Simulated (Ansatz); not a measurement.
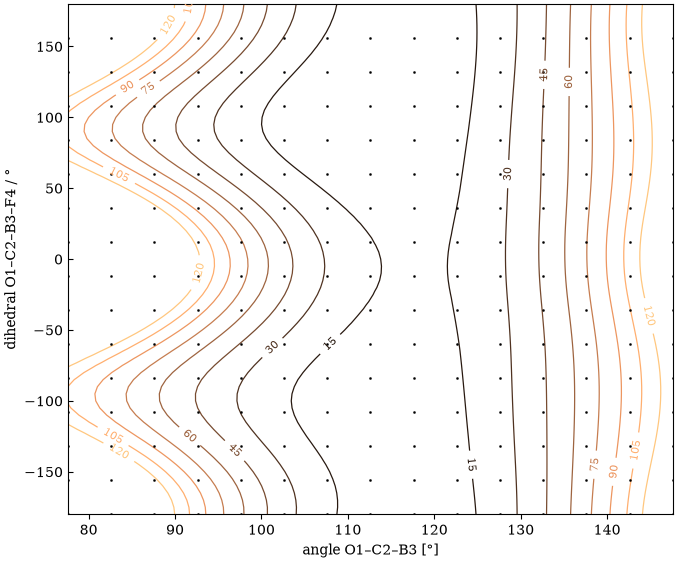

Energy landscape of CH2BFO, SMILES O=CBF. 
- The first coordinate is: angle O1–C2–B3; the second: dihedral O1–C2–B3–F4.
- Nothing is relaxed (all other coordinates rigid).
- The grid has 15 × 15 points.
- Points are written as (first, second).
- Energies: kJ/mol, counted from the relaxed molecule at the same level.
- The calculation used RKS PBE-D4/def2-TZVP in Ansatz 0.2.0.

In the figure: contour lines labelled in kJ/mol (none above 120), dots at the grid points. Between grid points the surface is interpolated. 

**Summarise what can be read from the map.**

The lowest grid point is at (112.6°, 108°), 0 kJ/mol from the relaxed molecule at the same level. There is a further well near (112.6°, −108°) (4.9 kJ/mol above the lowest at that grid point). The highest grid point, (77.6°, −12°), lies 329 kJ/mol above the lowest. On the interpolated surface the easiest way out of the lowest well to the well at about (114°, −110°) passes a barrier of about 5.8 kJ/mol. Round the minimum the valley is somewhat tilted: raising angle O1–C2–B3 shifts the best value of dihedral O1–C2–B3–F4 upwards (coupling k₁₂/√(k₁₁k₂₂) about −0.3).

Grid values (kJ/mol):

```csv
"dihedral O1–C2–B3–F4 ↓, angle O1–C2–B3 →",77.6,82.6,87.6,92.6,97.6,102.6,107.6,112.6,117.6,122.6,127.6,132.6,137.6,142.6,147.6
156,232,173,125,85,53,30,14,5,4,10,23,44,72,108,152
132,162,122,88,59,36,18,7,2,3,10,24,44,72,106,146
108,110,83,60,40,23,11,3,0,3,11,25,45,71,103,140
84,101,78,56,38,22,11,4,1,4,12,26,46,71,102,137
60,142,109,80,55,35,20,10,6,7,14,27,46,72,103,140
36,228,172,125,87,57,34,19,11,10,15,27,47,73,106,146
12,319,236,169,116,76,47,27,16,12,16,28,47,75,110,153
−12,329,243,174,121,80,49,29,17,13,16,28,47,74,109,153
−36,245,186,137,96,64,40,23,14,11,16,27,46,71,104,144
−60,157,123,92,66,44,27,16,9,9,15,26,44,68,99,135
−84,109,87,66,47,31,18,10,6,7,14,26,44,67,96,130
−108,109,86,65,46,30,17,9,5,6,13,25,43,67,96,131
−132,153,119,88,62,40,23,12,6,6,12,24,43,68,99,136
−156,221,168,123,86,55,32,17,8,6,11,24,43,70,104,145
−180,264,198,142,97,62,36,18,8,5,10,23,43,71,108,152
```

The input of one point:

```yaml
crystal:
  periodic: [false, false, false]
  atoms:
    - { symbol: O, position_ang: [1.164487, -0.493958, -1.169728] }
    - { symbol: C, position_ang: [0.817337, -0.263017, -0.015632] }
    - { symbol: B, position_ang: [-0.624265, 0.405351, 0.067149] }
    - { symbol: F, position_ang: [-1.637266, -0.329011, 0.523486] }
    - { symbol: H, position_ang: [1.473765, -0.564044, 0.84379] }
    - { symbol: H, position_ang: [-0.851349, 1.496331, -0.383562] }
basis:
  gaussian: { orbitals: def2-TZVP }
hamiltonian:
  xc: pbe
  dispersion: d4
output:
  forces: true
```

The whole map (225 points run) took 4.2 min on 1 thread of AMD EPYC 9R45 96-Core Processor (Zen 5) (shared host).
